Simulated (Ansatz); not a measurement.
**C2F4+ (doublet): geometry and frequencies at several levels**

The task, for C2F4+ (doublet): geometry and frequencies at several levels. Charge +1. Spin multiplicity 2.

Computed with Ansatz 0.2.0 (the levels named in each step, unless a step's input says otherwise).

## (1) The system as given

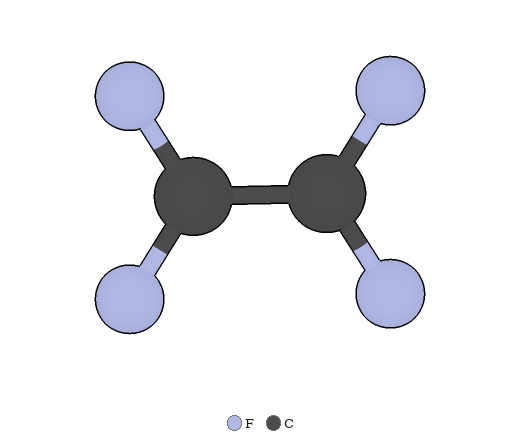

The starting structure, seen from a chosen angle (fluorine light blue, carbon dark grey).

As a file:

```xyz
6

F    -1.6006    0.7105   -0.1535
C    -0.6896   -0.1657    0.0125
F    -1.0969   -1.3587    0.2025
C     0.6896    0.1658   -0.0125
F     1.6006   -0.7107    0.1523
F     1.0968    1.3589   -0.2014
```

## (2) A rough first relaxation, PBE-D4/def2-SVP

This run stands in another session on the same molecule. It ended at:

```xyz
6

F    -1.5834    0.7299   -0.1558
C    -0.6959   -0.1672    0.0126
F    -1.0727   -1.3681    0.2040
C     0.6959    0.1673   -0.0126
F     1.5834   -0.7299    0.1558
F     1.0726    1.3682   -0.2040
```

## (3) Relaxation, HF/STO-3G

Contents of input.yaml:

```yaml
crystal:
  periodic: [false, false, false]
  atoms:
    - { symbol: F, position_ang: [-1.58337564, 0.72991614, -0.15577471] }
    - { symbol: C, position_ang: [-0.69592005, -0.16721015, 0.01264795] }
    - { symbol: F, position_ang: [-1.07265159, -1.36813804, 0.20402994] }
    - { symbol: C, position_ang: [0.69590586, 0.16725772, -0.01264584] }
    - { symbol: F, position_ang: [1.58335762, -0.72987817, 0.15575172] }
    - { symbol: F, position_ang: [1.07264379, 1.36818249, -0.20402906] }
magnetization:
  spin_polarized: true
  initial_magnetization: 1
total_charge: 1
basis:
  gaussian: { orbitals: STO-3G }
hamiltonian:
  xc: hf
relax:
  f_tol: 0.002
  max_steps: 150
```

Run with:

```console
$ ansatz run input.yaml --threads 2 --pin off --max-ram 5120MiB --backend cpu --events-out ev --progress --plain --runs-dir out
```

Output, cut to the lines that bear on the results:

```text
Warning: RAYON_NUM_THREADS=2 ignored (pool sized by the plan → 2); use --threads N
[...]
Functional definition: HF
[...]
463 factors; integrals over basis functions are off by at most 1.3e-5 eV
[...]
mean field -12698.23780244 eV, -466.6516320650 hartree, gradient 6.9e-6 eV, S^2 0.751783; 0 other end points of the search recorded, 0 dependent functions left out
[...]
reference -12698.23780244 eV, -466.6516320650 hartree; 24, 23 occupied and 6, 7 virtual orbitals, 463 factors
relax step   1: F+E_penalty+E_count = -12698.23780244 eV  Δ(F+E_penalty+E_count) = +0.000e0 eV  max|allowed force component| = 2.810e0 eV/Å  Δτ_max = 0.0000 Å  (32 SCF iters, accepted)
[...]
relax step   4: F+E_penalty+E_count = -12698.48408810 eV  Δ(F+E_penalty+E_count) = -1.978e-4 eV  max|allowed force component| = 1.494e-2 eV/Å  Δτ_max = 0.0033 Å  (33 SCF iters, accepted)
[...]
relax step   5: F+E_penalty+E_count = -12698.48410062 eV  Δ(F+E_penalty+E_count) = -1.252e-5 eV  max|allowed force component| = 1.782e-4 eV/Å  Δτ_max = 0.0007 Å  (33 SCF iters, accepted)
463 factors; integrals over basis functions are off by at most 1.3e-5 eV
[...]
mean field -12698.48410062 eV, -466.6606833561 hartree, gradient 8.1e-6 eV, S^2 0.752364; 1 other end points of the search recorded, 0 dependent functions left out
[...]
reference -12698.48410062 eV, -466.6606833561 hartree; 24, 23 occupied and 6, 7 virtual orbitals, 463 factors
Total energy: -12698.48410062 eV, -466.6606833561 hartree
Atom 0 at    -1.630285     0.747359    -0.159686 Å, force     0.000026     0.000097    -0.000013 eV/Å
Atom 1 at    -0.708454    -0.170224     0.012872 Å, force     0.000178     0.000043    -0.000009 eV/Å
Atom 2 at    -1.106359    -1.404952     0.209410 Å, force     0.000068    -0.000073     0.000016 eV/Å
Atom 3 at     0.708440     0.170268    -0.012877 Å, force    -0.000178    -0.000047    -0.000002 eV/Å
Atom 4 at     1.630271    -0.747316     0.159679 Å, force    -0.000026    -0.000096     0.000018 eV/Å
Atom 5 at     1.106346     1.404995    -0.209418 Å, force    -0.000069     0.000074    -0.000011 eV/Å
Dipole moment:    -0.000000     0.000000     0.000001 e Å
```

Wall time 9.1 s (2 threads of Intel Xeon at 2.50GHz (Skylake/Cascade Lake), shared host); peak memory 0.098 GiB.

The steps of the relaxation:

| step | E - E(step 1) (eV) | largest force component (eV/Å) |
| --- | --- | --- |
| 1 | 0.0000 | 2.8097 |
| 2 | -0.2383 | 0.4444 |
| 3 | -0.2461 | 0.0889 |
| 4 | -0.2463 | 0.0149 |
| 5 | -0.2463 | 0.0002 |

Step 1 is the start.

Before: Bond lengths: F1–C2 1.273 Å, C2–F3 1.273 Å, C2–C4 1.432 Å, C4–F5 1.273 Å, C4–F6 1.273 Å. Angles: F1–C2–F3 118.6°, F1–C2–C4 120.7°, F3–C2–C4 120.7°, C2–C4–F5 120.7°, C2–C4–F6 120.7°, F5–C4–F6 118.6°.

After: Bond lengths: F1–C2 1.312 Å, C2–F3 1.312 Å, C2–C4 1.457 Å, C4–F5 1.312 Å, C4–F6 1.312 Å. Angles: F1–C2–F3 117.7°, F1–C2–C4 121.2°, F3–C2–C4 121.2°, C2–C4–F5 121.2°, C2–C4–F6 121.2°, F5–C4–F6 117.7°.

## (4) Frequencies, HF/STO-3G

Contents of input.yaml:

```yaml
crystal:
  periodic: [false, false, false]
  atoms:
    - { symbol: F, position_ang: [-1.63028497, 0.74735935, -0.15968628] }
    - { symbol: C, position_ang: [-0.7084537, -0.17022404, 0.01287153] }
    - { symbol: F, position_ang: [-1.10635853, -1.40495179, 0.20941046] }
    - { symbol: C, position_ang: [0.70844029, 0.17026776, -0.01287701] }
    - { symbol: F, position_ang: [1.63027123, -0.74731634, 0.15967891] }
    - { symbol: F, position_ang: [1.10634566, 1.40499505, -0.20941762] }
magnetization:
  spin_polarized: true
  initial_magnetization: 1
total_charge: 1
basis:
  gaussian: { orbitals: STO-3G }
hamiltonian:
  xc: hf
phonons: {}
```

Run with:

```console
$ ansatz run input.yaml --threads 2 --pin off --max-ram 5120MiB --backend cpu --events-out ev --progress --plain --runs-dir out
```

Output, cut to the lines that bear on the results:

```text
Warning: RAYON_NUM_THREADS=2 ignored (pool sized by the plan → 2); use --threads N
[...]
Functional definition: HF
[...]
464 factors; integrals over basis functions are off by at most 7.1e-6 eV
[...]
mean field -12698.48410463 eV, -466.6606835034 hartree, gradient 4.0e-5 eV, S^2 0.752364; 0 other end points of the search recorded, 0 dependent functions left out
[...]
reference -12698.48410463 eV, -466.6606835034 hartree; 24, 23 occupied and 6, 7 virtual orbitals, 464 factors
[...]
464 factors; integrals over basis functions are off by at most 7.1e-6 eV
[...]
mean field -12698.48400058 eV, -466.6606796795 hartree, gradient 1.8e-6 eV, S^2 0.752374; 0 other end points of the search recorded, 0 dependent functions left out
[...]
reference -12698.48400058 eV, -466.6606796795 hartree; 24, 23 occupied and 6, 7 virtual orbitals, 464 factors
[...]
464 factors; integrals over basis functions are off by at most 7.1e-6 eV
[...]
mean field -12698.48390504 eV, -466.6606761686 hartree, gradient 1.8e-6 eV, S^2 0.752363; 0 other end points of the search recorded, 0 dependent functions left out
[...]
reference -12698.48390504 eV, -466.6606761686 hartree; 24, 23 occupied and 6, 7 virtual orbitals, 464 factors
Total energy: -12698.48410463 eV, -466.6606835034 hartree
Atom 0 at    -1.630285     0.747359    -0.159686 Å, force     0.000039     0.000089    -0.000014 eV/Å
Atom 1 at    -0.708454    -0.170224     0.012872 Å, force     0.000178     0.000043    -0.000003 eV/Å
Atom 2 at    -1.106359    -1.404952     0.209410 Å, force     0.000076    -0.000061     0.000012 eV/Å
Atom 3 at     0.708440     0.170268    -0.012877 Å, force    -0.000178    -0.000043     0.000003 eV/Å
Atom 4 at     1.630271    -0.747316     0.159679 Å, force    -0.000039    -0.000089     0.000014 eV/Å
Atom 5 at     1.106346     1.404995    -0.209418 Å, force    -0.000076     0.000061    -0.000012 eV/Å
Dipole moment:     0.000000     0.000000    -0.000000 e Å
Vibrations: 140.38 184.90 379.28 430.34 508.72 526.31 541.69 841.35 1321.94 1637.71 1734.14 1790.22 cm⁻¹, zero-point energy 0.622213 eV
```

Run time: 8.3 s. Hardware: 2 threads of Intel Xeon at 2.50GHz (Skylake/Cascade Lake), shared host; peak memory 0.099 GiB.

Harmonic frequencies (cm⁻¹; negative: imaginary): 140, 185, 379, 430, 509, 526, 542, 841, 1322, 1638, 1734, 1790.

## (5) Relaxation, HF/6-31G*

Contents of input.yaml:

```yaml
crystal:
  periodic: [false, false, false]
  atoms:
    - { symbol: F, position_ang: [-1.58337564, 0.72991614, -0.15577471] }
    - { symbol: C, position_ang: [-0.69592005, -0.16721015, 0.01264795] }
    - { symbol: F, position_ang: [-1.07265159, -1.36813804, 0.20402994] }
    - { symbol: C, position_ang: [0.69590586, 0.16725772, -0.01264584] }
    - { symbol: F, position_ang: [1.58335762, -0.72987817, 0.15575172] }
    - { symbol: F, position_ang: [1.07264379, 1.36818249, -0.20402906] }
magnetization:
  spin_polarized: true
  initial_magnetization: 1
total_charge: 1
basis:
  gaussian: { orbitals: "6-31G*" }
hamiltonian:
  xc: hf
relax:
  f_tol: 0.002
  max_steps: 150
```

Run with:

```console
$ ansatz run input.yaml --threads 2 --pin off --max-ram 5120MiB --backend cpu --events-out ev --progress --plain --runs-dir out
```

Output, cut to the lines that bear on the results:

```text
Warning: RAYON_NUM_THREADS=2 ignored (pool sized by the plan → 2); use --threads N
[...]
Functional definition: HF
[...]
872 factors; integrals over basis functions are off by at most 3.0e-4 eV
[...]
mean field -12873.30931860 eV, -473.0853916162 hartree, gradient 3.7e-5 eV, S^2 0.754322; 0 other end points of the search recorded, 0 dependent functions left out
[...]
reference -12873.30931860 eV, -473.0853916162 hartree; 24, 23 occupied and 66, 67 virtual orbitals, 872 factors
relax step   1: F+E_penalty+E_count = -12873.30931860 eV  Δ(F+E_penalty+E_count) = +0.000e0 eV  max|allowed force component| = 1.793e0 eV/Å  Δτ_max = 0.0000 Å  (41 SCF iters, accepted)
[...]
relax step   4: F+E_penalty+E_count = -12873.44142155 eV  Δ(F+E_penalty+E_count) = -2.995e-5 eV  max|allowed force component| = 1.408e-2 eV/Å  Δτ_max = 0.0014 Å  (29 SCF iters, accepted)
[...]
872 factors; integrals over basis functions are off by at most 2.5e-4 eV
mean field -12873.44143057 eV, -473.0902466414 hartree, gradient 6.5e-5 eV, S^2 0.754258; 1 other end points of the search recorded, 0 dependent functions left out
[...]
reference -12873.44143057 eV, -473.0902466414 hartree; 24, 23 occupied and 66, 67 virtual orbitals, 872 factors
Total energy: -12873.44143057 eV, -473.0902466414 hartree
Atom 0 at    -1.550095     0.714601    -0.152493 Å, force     0.000024     0.000011    -0.000040 eV/Å
Atom 1 at    -0.679784    -0.163336     0.012343 Å, force    -0.000059     0.000000     0.000079 eV/Å
Atom 2 at    -1.050099    -1.339402     0.199745 Å, force     0.000030    -0.000010    -0.000038 eV/Å
Atom 3 at     0.679771     0.163377    -0.012363 Å, force     0.000055     0.000026     0.000077 eV/Å
Atom 4 at     1.550081    -0.714557     0.152493 Å, force    -0.000021    -0.000023    -0.000036 eV/Å
Atom 5 at     1.050086     1.339447    -0.199745 Å, force    -0.000029    -0.000004    -0.000041 eV/Å
Dipole moment:     0.000000    -0.000002    -0.000010 e Å
```

It took 20 s on 2 threads of Intel Xeon at 2.50GHz (Skylake/Cascade Lake), shared host; peak memory 0.2 GiB.

Relaxation path:

| step | energy from step 1 (eV) | largest force component (eV/Å) |
| --- | --- | --- |
| 1 | 0.0000 | 1.7931 |
| 2 | -0.1250 | 0.4558 |
| 3 | -0.1321 | 0.0270 |
| 4 | -0.1321 | 0.0141 |
| 5 | -0.1321 | 0.0001 |

Step 1 is the start.

Before: Bond lengths: F1–C2 1.273 Å, C2–F3 1.273 Å, C2–C4 1.432 Å, C4–F5 1.273 Å, C4–F6 1.273 Å. Angles: F1–C2–F3 118.6°, F1–C2–C4 120.7°, F3–C2–C4 120.7°, C2–C4–F5 120.7°, C2–C4–F6 120.7°, F5–C4–F6 118.6°.

After: Bond lengths: F1–C2 1.247 Å, C2–F3 1.247 Å, C2–C4 1.398 Å, C4–F5 1.247 Å, C4–F6 1.247 Å. Angles: F1–C2–F3 118.5°, F1–C2–C4 120.8°, F3–C2–C4 120.8°, C2–C4–F5 120.8°, C2–C4–F6 120.8°, F5–C4–F6 118.5°.

## (6) Frequencies, HF/6-31G*

Contents of input.yaml:

```yaml
crystal:
  periodic: [false, false, false]
  atoms:
    - { symbol: F, position_ang: [-1.55009484, 0.71460096, -0.15249349] }
    - { symbol: C, position_ang: [-0.67978399, -0.16333573, 0.01234341] }
    - { symbol: F, position_ang: [-1.05009926, -1.33940215, 0.19974517] }
    - { symbol: C, position_ang: [0.67977092, 0.16337696, -0.01236313] }
    - { symbol: F, position_ang: [1.5500812, -0.71455674, 0.15249264] }
    - { symbol: F, position_ang: [1.05008596, 1.33944669, -0.19974459] }
magnetization:
  spin_polarized: true
  initial_magnetization: 1
total_charge: 1
basis:
  gaussian: { orbitals: "6-31G*" }
hamiltonian:
  xc: hf
phonons: {}
```

Run with:

```console
$ ansatz run input.yaml --threads 2 --pin off --max-ram 5120MiB --backend cpu --events-out ev --progress --plain --runs-dir out
```

Output, cut to the lines that bear on the results:

```text
Warning: RAYON_NUM_THREADS=2 ignored (pool sized by the plan → 2); use --threads N
[...]
Functional definition: HF
[...]
872 factors; integrals over basis functions are off by at most 2.7e-4 eV
[...]
mean field -12873.44143107 eV, -473.0902466596 hartree, gradient 2.9e-5 eV, S^2 0.754258; 0 other end points of the search recorded, 0 dependent functions left out
[...]
reference -12873.44143107 eV, -473.0902466596 hartree; 24, 23 occupied and 66, 67 virtual orbitals, 872 factors
[...]
872 factors; integrals over basis functions are off by at most 2.7e-4 eV
[...]
mean field -12873.44131210 eV, -473.0902422878 hartree, gradient 2.7e-6 eV, S^2 0.754258; 0 other end points of the search recorded, 0 dependent functions left out
[...]
reference -12873.44131210 eV, -473.0902422878 hartree; 24, 23 occupied and 66, 67 virtual orbitals, 872 factors
[...]
872 factors; integrals over basis functions are off by at most 2.7e-4 eV
[...]
reference -12873.44142053 eV, -473.0902462726 hartree; 24, 23 occupied and 66, 67 virtual orbitals, 872 factors
Total energy: -12873.44143107 eV, -473.0902466596 hartree
Atom 0 at    -1.550095     0.714601    -0.152493 Å, force     0.000029     0.000014    -0.000042 eV/Å
Atom 1 at    -0.679784    -0.163336     0.012343 Å, force    -0.000082    -0.000006     0.000080 eV/Å
Atom 2 at    -1.050099    -1.339402     0.199745 Å, force     0.000035    -0.000012    -0.000037 eV/Å
Atom 3 at     0.679771     0.163377    -0.012363 Å, force     0.000079     0.000032     0.000077 eV/Å
Atom 4 at     1.550081    -0.714557     0.152493 Å, force    -0.000027    -0.000027    -0.000036 eV/Å
Atom 5 at     1.050086     1.339447    -0.199745 Å, force    -0.000033    -0.000001    -0.000041 eV/Å
Dipole moment:     0.000000    -0.000002    -0.000010 e Å
Vibrations: 158.08 228.98 436.84 487.79 585.47 585.55 636.05 909.05 1369.58 1714.79 1731.63 1939.71 cm⁻¹, zero-point energy 0.668493 eV
```

It took 91 s on 2 threads of Intel Xeon at 2.50GHz (Skylake/Cascade Lake), shared host; peak memory 0.2 GiB.

Harmonic frequencies (cm⁻¹; negative: imaginary): 158, 229, 437, 488, 585, 586, 636, 909, 1370, 1715, 1732, 1940.

## (7) Relaxation, LDA/def2-SVP

Contents of input.yaml:

```yaml
crystal:
  periodic: [false, false, false]
  atoms:
    - { symbol: F, position_ang: [-1.58337564, 0.72991614, -0.15577471] }
    - { symbol: C, position_ang: [-0.69592005, -0.16721015, 0.01264795] }
    - { symbol: F, position_ang: [-1.07265159, -1.36813804, 0.20402994] }
    - { symbol: C, position_ang: [0.69590586, 0.16725772, -0.01264584] }
    - { symbol: F, position_ang: [1.58335762, -0.72987817, 0.15575172] }
    - { symbol: F, position_ang: [1.07264379, 1.36818249, -0.20402906] }
magnetization:
  spin_polarized: true
  initial_magnetization: 1
total_charge: 1
basis:
  gaussian: { orbitals: def2-SVP }
hamiltonian:
  xc: lda
relax:
  f_tol: 0.002
  max_steps: 150
```

Run with:

```console
$ ansatz run input.yaml --threads 2 --pin off --max-ram 5120MiB --backend cpu --events-out ev --progress --plain --runs-dir out
```

Output, cut to the lines that bear on the results:

```text
Warning: RAYON_NUM_THREADS=2 ignored (pool sized by the plan → 2); use --threads N
[...]
Functional definition: SPW92
[...]
908 factors; their error is unknown
[...]
mean field -12833.09949591 eV, -471.6077078875 hartree, gradient 1.2e-5 eV, S^2 0.750629; 0 other end points of the search recorded, 0 dependent functions left out
[...]
reference -12833.09950779 eV, -471.6077083240 hartree; 24, 23 occupied and 60, 61 virtual orbitals, 908 factors
relax step   1: F+E_penalty+E_count = -12833.09949591 eV  Δ(F+E_penalty+E_count) = +0.000e0 eV  max|allowed force component| = 9.032e-1 eV/Å  Δτ_max = 0.0000 Å  (26 SCF iters, accepted)
[...]
relax step   4: F+E_penalty+E_count = -12833.13142062 eV  Δ(F+E_penalty+E_count) = -7.963e-6 eV  max|allowed force component| = 8.216e-3 eV/Å  Δτ_max = 0.0002 Å  (19 SCF iters, accepted)
[...]
relax step   5: F+E_penalty+E_count = -12833.13142359 eV  Δ(F+E_penalty+E_count) = -2.971e-6 eV  max|allowed force component| = 3.655e-4 eV/Å  Δτ_max = 0.0003 Å  (18 SCF iters, accepted)
908 factors; their error is unknown
mean field -12833.13142359 eV, -471.6088812081 hartree, gradient 2.4e-5 eV, S^2 0.750593; 1 other end points of the search recorded, 0 dependent functions left out
[...]
reference -12833.13143546 eV, -471.6088816444 hartree; 24, 23 occupied and 60, 61 virtual orbitals, 908 factors
Total energy: -12833.13143546 eV, -471.6088816444 hartree
Atom 0 at    -1.566142     0.722517    -0.154162 Å, force    -0.000022     0.000079    -0.000000 eV/Å
Atom 1 at    -0.690459    -0.165899     0.012547 Å, force     0.000365     0.000080    -0.000033 eV/Å
Atom 2 at    -1.060730    -1.353731     0.201889 Å, force     0.000013    -0.000074     0.000027 eV/Å
Atom 3 at     0.690446     0.165944    -0.012548 Å, force    -0.000363    -0.000095    -0.000020 eV/Å
Atom 4 at     1.566127    -0.722474     0.154154 Å, force     0.000022    -0.000072     0.000026 eV/Å
Atom 5 at     1.060718     1.353773    -0.201900 Å, force    -0.000016     0.000081     0.000001 eV/Å
Dipole moment:    -0.000000     0.000001     0.000003 e Å
```

It took 12 s on 2 threads of Intel Xeon at 2.50GHz (Skylake/Cascade Lake), shared host; peak memory 0.13 GiB.

The steps of the relaxation:

| step | E - E(step 1) (eV) | largest force component (eV/Å) |
| --- | --- | --- |
| 1 | 0.0000 | 0.9032 |
| 2 | -0.0290 | 0.2784 |
| 3 | -0.0319 | 0.0115 |
| 4 | -0.0319 | 0.0082 |
| 5 | -0.0319 | 0.0004 |

Step 1 is the start.

Before: Bond lengths: F1–C2 1.273 Å, C2–F3 1.273 Å, C2–C4 1.432 Å, C4–F5 1.273 Å, C4–F6 1.273 Å. Angles: F1–C2–F3 118.6°, F1–C2–C4 120.7°, F3–C2–C4 120.7°, C2–C4–F5 120.7°, C2–C4–F6 120.7°, F5–C4–F6 118.6°.

After: Bond lengths: F1–C2 1.259 Å, C2–F3 1.259 Å, C2–C4 1.420 Å, C4–F5 1.259 Å, C4–F6 1.259 Å. Angles: F1–C2–F3 118.8°, F1–C2–C4 120.6°, F3–C2–C4 120.6°, C2–C4–F5 120.6°, C2–C4–F6 120.6°, F5–C4–F6 118.8°.

## (8) Frequencies, LDA/def2-SVP

Contents of input.yaml:

```yaml
crystal:
  periodic: [false, false, false]
  atoms:
    - { symbol: F, position_ang: [-1.56614173, 0.72251674, -0.15416235] }
    - { symbol: C, position_ang: [-0.69045942, -0.16589922, 0.01254687] }
    - { symbol: F, position_ang: [-1.06073034, -1.35373064, 0.20188935] }
    - { symbol: C, position_ang: [0.69044584, 0.16594401, -0.01254766] }
    - { symbol: F, position_ang: [1.56612747, -0.72247424, 0.15415362] }
    - { symbol: F, position_ang: [1.06071817, 1.35377335, -0.20189983] }
magnetization:
  spin_polarized: true
  initial_magnetization: 1
total_charge: 1
basis:
  gaussian: { orbitals: def2-SVP }
hamiltonian:
  xc: lda
phonons: {}
```

Run with:

```console
$ ansatz run input.yaml --threads 2 --pin off --max-ram 5120MiB --backend cpu --events-out ev --progress --plain --runs-dir out
```

Output, cut to the lines that bear on the results:

```text
Warning: RAYON_NUM_THREADS=2 ignored (pool sized by the plan → 2); use --threads N
[...]
Functional definition: SPW92
[...]
908 factors; their error is unknown
[...]
mean field -12833.13142359 eV, -471.6088812081 hartree, gradient 1.5e-5 eV, S^2 0.750593; 0 other end points of the search recorded, 0 dependent functions left out
[...]
reference -12833.13143546 eV, -471.6088816444 hartree; 24, 23 occupied and 60, 61 virtual orbitals, 908 factors
[...]
908 factors; their error is unknown
mean field -12833.13131870 eV, -471.6088773535 hartree, gradient 1.5e-6 eV, S^2 0.750593; 0 other end points of the search recorded, 0 dependent functions left out
[...]
reference -12833.13133058 eV, -471.6088777898 hartree; 24, 23 occupied and 60, 61 virtual orbitals, 908 factors
[...]
908 factors; their error is unknown
[...]
reference -12833.13142619 eV, -471.6088813037 hartree; 24, 23 occupied and 60, 61 virtual orbitals, 908 factors
Total energy: -12833.13143546 eV, -471.6088816444 hartree
Atom 0 at    -1.566142     0.722517    -0.154162 Å, force    -0.000023     0.000079     0.000000 eV/Å
Atom 1 at    -0.690459    -0.165899     0.012547 Å, force     0.000363     0.000083    -0.000033 eV/Å
Atom 2 at    -1.060730    -1.353731     0.201889 Å, force     0.000015    -0.000076     0.000027 eV/Å
Atom 3 at     0.690446     0.165944    -0.012548 Å, force    -0.000361    -0.000091    -0.000020 eV/Å
Atom 4 at     1.566127    -0.722474     0.154154 Å, force     0.000022    -0.000074     0.000027 eV/Å
Atom 5 at     1.060718     1.353773    -0.201900 Å, force    -0.000015     0.000081     0.000000 eV/Å
Dipole moment:    -0.000000     0.000000     0.000003 e Å
Vibrations: 139.65 198.43 401.75 423.71 527.04 605.63 606.72 848.60 1323.54 1594.61 1602.41 1723.70 cm⁻¹, zero-point energy 0.619659 eV
```

Wall time 53 s (2 threads of Intel Xeon at 2.50GHz (Skylake/Cascade Lake), shared host); peak memory 0.13 GiB.

Harmonic frequencies (cm⁻¹; negative: imaginary): 140, 198, 402, 424, 527, 606, 607, 849, 1324, 1595, 1602, 1724.

[end of part 1 of 2]
